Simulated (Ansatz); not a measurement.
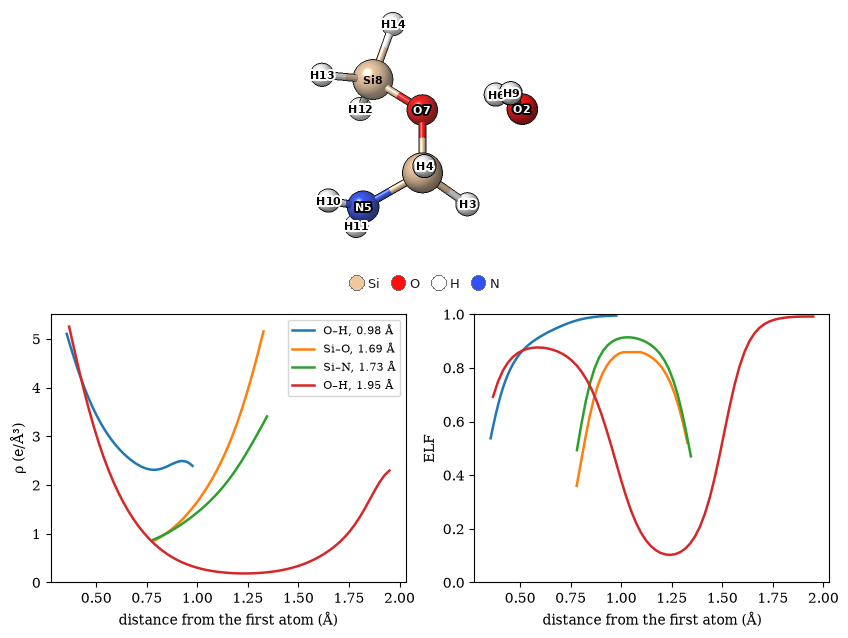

H₇NOSi₂···H₂O. Total electron density and electron localisation function along straight lines between neighbouring atoms. The curves leave out the atomic cores. The structure is drawn too.

Level of theory: Ansatz 0.2.0, UKS PBE/def2-SVP.

The calculation's input:

```
crystal:
  periodic: [false, false, false]
  atoms:
    - { symbol: Si, position_ang: [-1.055375, -0.138016, -0.446837] }
    - { symbol: O, position_ang: [-0.808238, -2.497005, 1.501473] }
    - { symbol: H, position_ang: [-1.304751, -1.388059, -1.219719] }
    - { symbol: H, position_ang: [-1.967044, 0.117728, 0.711125] }
    - { symbol: "N", position_ang: [-1.275412, 1.192949, -1.531425] }
    - { symbol: H, position_ang: [0.073774, -2.244312, 1.17257] }
    - { symbol: O, position_ang: [0.566432, -0.266546, 0.18121] }
    - { symbol: Si, position_ang: [1.918796, 0.716792, 0.248532] }
    - { symbol: H, position_ang: [-0.930515, -1.859708, 2.229717] }
    - { symbol: H, position_ang: [-1.363254, 2.152092, -1.189566] }
    - { symbol: H, position_ang: [-0.899087, 1.174583, -2.481619] }
    - { symbol: H, position_ang: [1.97019, 1.666857, -0.919908] }
    - { symbol: H, position_ang: [1.931989, 1.529034, 1.51869] }
    - { symbol: H, position_ang: [3.142697, -0.15639, 0.225656] }
magnetization:
  spin_polarized: true
basis:
  gaussian: { orbitals: def2-SVP }
hamiltonian:
  xc: pbe
relax:
  f_tol: 0.03
  max_steps: 50
output:
  orbitals: {}
```

Command:

```sh
ansatz run input.yaml --threads 4 --pin off --max-ram 5120MiB --backend cpu --events-out ev --progress --plain --runs-dir out
```

The fields are those of the run's last geometry, not of the input's.

> Compare the contacts.

O–H (0.98 Å): the density is about 3.5 e/Å³ at the midpoint; the ELF climbs to about 1 towards the hydrogen, as it does in any bond to H: an ordinary covalent bond to hydrogen.
Si–O (1.69 Å): the density is about 1 e/Å³ at the midpoint; the ELF peaks at about 0.85 between the atoms, as expected for a shared but strongly polarised pair.
Si–N (1.73 Å): ρ at the midpoint is about 1.1 e/Å³; the ELF peaks at about 0.90 between the atoms: a shared but strongly polarised pair.
O7···H6 (1.95 Å): the density falls to about 0.19 e/Å³ on the way; the ELF dips to about 0.10 between them: a closed-shell contact with the geometry of a hydrogen bond.
